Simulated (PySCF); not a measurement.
## Two runs on C4H8BFO2

System: C4H8BFO2.
Method of run 1: GIAO BP86/6-31G* NMR shielding, non-relativistic, gas phase (PySCF 2.14.0).

The geometry comes from this level: GFN2-xTB. Text and figures count atoms from 1; the logs count them from 0 in places.

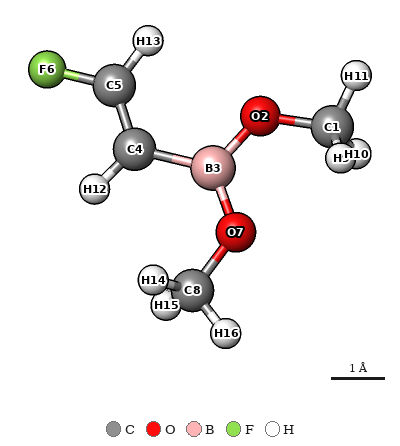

Figure 1. The structure as given in the input (ball-and-stick view, seen at a tilt; atoms are numbered from 1 in the order of the input). Bond lengths as drawn: B–C 1.57 Å, B–O 1.35 to 1.36 Å, C–C 1.32 Å, C–F 1.35 Å, C–H 1.08 to 1.09 Å and C–O 1.41 Å.

## The input, run 1
```
{"job": {"kind": "nmr", "xc": "BP86", "basis": "6-31G*", "pop": false}, "charge": 0, "multiplicity": 1}
C     -2.223137    -0.791917    -0.813315
O     -0.939192    -1.079359    -0.302488
B     -0.040496    -0.107295    -0.024834
C      1.356808    -0.562711     0.537511
C      1.647223    -1.829779     0.774706
F      2.842538    -2.220135     1.253892
O     -0.399521     1.186672    -0.241220
C      0.422037     2.296519     0.022318
H     -2.669635     0.058468    -0.294811
H     -2.160482    -0.557822    -1.878800
H     -2.837236    -1.681507    -0.669864
H      2.127022     0.168724     0.744977
H      0.983016    -2.665505     0.618141
H      0.708423     2.333812     1.076666
H      1.327411     2.270121    -0.590202
H     -0.152379     3.190659    -0.224088
```

The first line tells a small driver script what to run in PySCF; the rest is the geometry in Å.

Command:
```bash
OMP_NUM_THREADS=1 python <driver script> task.json out
```

Hardware: 1 CPU thread, shared host.

## Output (run 1)
```
coarse grid: 13648 points
cycle   1  E = -432.2845871824  dE =  9.321e-01  |g| = 1.002e+00  |ddm| = 3.772e+00
cycle   2  E = -431.7559711016  dE =  5.286e-01  |g| = 1.871e+00  |ddm| = 2.591e+00
cycle   3  E = -432.4671493049  dE = -7.112e-01  |g| = 2.751e-01  |ddm| = 1.916e+00
cycle   4  E = -432.4844133581  dE = -1.726e-02  |g| = 1.013e-01  |ddm| = 3.514e-01
cycle   5  E = -432.4858078624  dE = -1.395e-03  |g| = 6.481e-02  |ddm| = 1.436e-01
cycle   6  E = -432.4868546996  dE = -1.047e-03  |g| = 1.035e-02  |ddm| = 6.577e-02
cycle   7  E = -432.4868772814  dE = -2.258e-05  |g| = 4.050e-03  |ddm| = 1.065e-02
cycle   8  E = -432.4868805783  dE = -3.297e-06  |g| = 1.220e-03  |ddm| = 3.979e-03
final grid: 133040 points
cycle   9  E = -432.4164364688  dE = -3.413e-05  |g| = 1.162e-02  |ddm| = 2.996e-02
cycle  10  E = -432.4163749085  dE =  6.156e-05  |g| = 2.084e-02  |ddm| = 2.400e-02
cycle  11  E = -432.4164650216  dE = -9.011e-05  |g| = 2.448e-03  |ddm| = 1.578e-02
cycle  12  E = -432.4164663725  dE = -1.351e-06  |g| = 3.851e-04  |ddm| = 2.332e-03
cycle  13  E = -432.4164663972  dE = -2.471e-08  |g| = 2.325e-04  |ddm| = 5.501e-04
cycle  14  E = -432.4164664097  dE = -1.252e-08  |g| = 5.757e-05  |ddm| = 2.399e-04
cycle  15  E = -432.4164664106  dE = -8.488e-10  |g| = 1.293e-05  |ddm| = 6.261e-05
converged SCF energy = -432.4164664106

GIAO shielding tensors (ppm)
atom      isotropic    diamagn.    paramagn.     s11        s22        s33       span
  0 C      141.654     245.259    -103.605    116.240    123.311    185.411     69.172
  1 O      244.886     390.418    -145.532    128.064    269.275    337.320    209.256
  2 B       87.641     203.493    -115.852     79.928     85.325     97.668     17.740
  3 C      102.123     258.477    -156.353     20.295    108.753    177.322    157.027
  4 C       35.481     255.609    -220.128    -52.715     73.555     85.601    138.316
  5 F      244.479     464.724    -220.245    127.008    218.978    387.451    260.443
  6 O      237.127     390.250    -153.123    100.111    269.192    342.078    241.967
  7 C      139.648     245.385    -105.737    116.353    116.496    186.094     69.740
  8 H       28.173      29.735      -1.562     24.041     27.217     33.260      9.220
  9 H       28.621      29.404      -0.783     24.988     26.447     34.429      9.441
 10 H       28.809      29.047      -0.238     24.883     27.371     34.172      9.289
 11 H       27.473      31.948      -4.475     25.506     25.661     31.254      5.748
 12 H       25.098      31.337      -6.239     21.419     24.705     29.168      7.749
 13 H       28.393      29.717      -1.324     24.857     26.600     33.723      8.866
 14 H       28.376      29.666      -1.291     24.865     26.501     33.760      8.896
 15 H       28.485      28.865      -0.380     24.590     27.151     33.715      9.125
```

The input of run 2 differs as follows (lines with − go, lines with + come):
```diff
-"basis": "6-31G*"
+"basis": "6-311G**"
+"solvent": "tetrahydrofuran"
```

What does this change do to the results?

The total energies belong to different models, so their difference says nothing on which is more stable or more accurate. The HOMO goes from −5.93 to −6.32 eV. The LUMO goes from −1.04 to −1.45 eV. The dipole moment goes from 1.73 to 2.19 D. Of all shieldings, the largest change is that of C5, by −20.2 ppm. The number of SCF iterations is the same. The basis functions go from 128 to 192.

## Output (run 2)
```
coarse grid: 13648 points
cycle   1  E = -432.3444001362  dE =  9.327e-01  |g| = 1.044e+00  |ddm| = 3.083e+00
cycle   2  E = -431.7946061028  dE =  5.498e-01  |g| = 1.956e+00  |ddm| = 2.250e+00
cycle   3  E = -432.5296520366  dE = -7.350e-01  |g| = 2.635e-01  |ddm| = 1.680e+00
cycle   4  E = -432.5441726150  dE = -1.452e-02  |g| = 9.169e-02  |ddm| = 2.399e-01
cycle   5  E = -432.5451966052  dE = -1.024e-03  |g| = 5.388e-02  |ddm| = 8.967e-02
cycle   6  E = -432.5458292587  dE = -6.327e-04  |g| = 1.158e-02  |ddm| = 4.315e-02
cycle   7  E = -432.5458607412  dE = -3.148e-05  |g| = 3.108e-03  |ddm| = 8.710e-03
cycle   8  E = -432.5458625470  dE = -1.806e-06  |g| = 1.085e-03  |ddm| = 2.593e-03
final grid: 133040 points
cycle   9  E = -432.5568986449  dE = -7.693e-05  |g| = 1.020e-02  |ddm| = 3.589e-02
cycle  10  E = -432.5568546028  dE =  4.404e-05  |g| = 1.805e-02  |ddm| = 1.518e-02
cycle  11  E = -432.5569163967  dE = -6.179e-05  |g| = 2.276e-03  |ddm| = 1.090e-02
cycle  12  E = -432.5569174239  dE = -1.027e-06  |g| = 6.777e-04  |ddm| = 1.913e-03
cycle  13  E = -432.5569174571  dE = -3.322e-08  |g| = 4.443e-04  |ddm| = 6.811e-04
cycle  14  E = -432.5569175018  dE = -4.467e-08  |g| = 6.135e-05  |ddm| = 3.292e-04
cycle  15  E = -432.5569175027  dE = -9.345e-10  |g| = 1.073e-05  |ddm| = 5.212e-05
converged SCF energy = -432.5569175027

GIAO shielding tensors (ppm)
atom      isotropic    diamagn.    paramagn.     s11        s22        s33       span
  0 C      132.842     244.882    -112.040    103.736    111.793    182.998     79.262
  1 O      236.873     390.899    -154.026    108.066    265.401    337.152    229.086
  2 B       76.792     201.999    -125.208     67.020     74.591     88.764     21.744
  3 C       86.355     259.593    -173.238     -8.036     97.269    169.831    177.867
  4 C       15.276     257.281    -242.006    -82.905     60.366     68.365    151.270
  5 F      239.417     465.088    -225.672    115.623    221.754    380.872    265.249
  6 O      224.610     391.503    -166.893     69.319    264.391    340.120    270.802
  7 C      130.768     245.164    -114.396    104.035    104.340    183.930     79.894
  8 H       27.775      30.192      -2.417     23.793     26.538     32.994      9.201
  9 H       28.211      29.630      -1.418     24.635     25.785     34.214      9.579
 10 H       28.234      28.848      -0.614     24.116     26.608     33.977      9.861
 11 H       26.689      33.346      -6.657     24.311     25.124     30.631      6.320
 12 H       24.640      31.627      -6.987     21.185     23.871     28.863      7.678
 13 H       27.961      30.225      -2.265     24.511     25.926     33.445      8.934
 14 H       27.936      30.142      -2.206     24.499     25.828     33.482      8.983
 15 H       27.939      28.733      -0.794     23.959     26.358     33.501      9.542
```

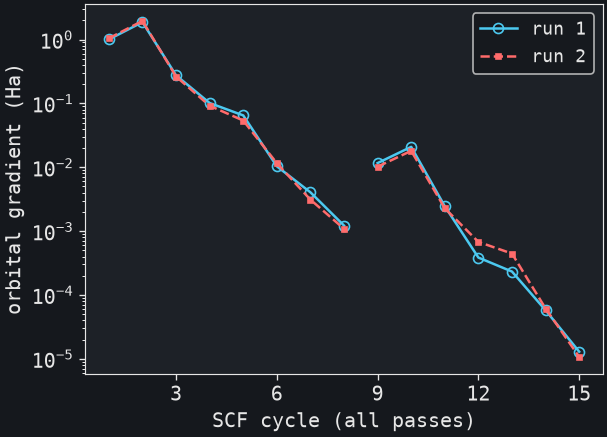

Figure 2. Convergence of the two runs: orbital gradient against the SCF cycle. A break in a curve parts two SCF passes (coarse and final grid). Run 1 takes 15 cycles in all, and run 2 takes 15.

## The two runs side by side

| quantity | run 1 | run 2 |
| --- | --- | --- |
| outcome | converged | converged |
| total energy (hartree) | −432.416466 | −432.556918 |
| HOMO (eV) | −5.93 | −6.32 |
| LUMO (eV) | −1.04 | −1.45 |
| dipole moment (D) | 1.73 | 2.19 |
| shielding of C1 (ppm) | 141.7 | 132.8 |
| shielding of O2 (ppm) | 244.9 | 236.9 |
| shielding of B3 (ppm) | 87.6 | 76.8 |
| shielding of C4 (ppm) | 102.1 | 86.4 |
| shielding of C5 (ppm) | 35.5 | 15.3 |
| shielding of O7 (ppm) | 237.1 | 224.6 |
| shielding of C8 (ppm) | 139.6 | 130.8 |
| SCF iterations | 15 | 15 |
| basis functions | 128 | 192 |
| wall time (shared host) | 34 s | 32 s |
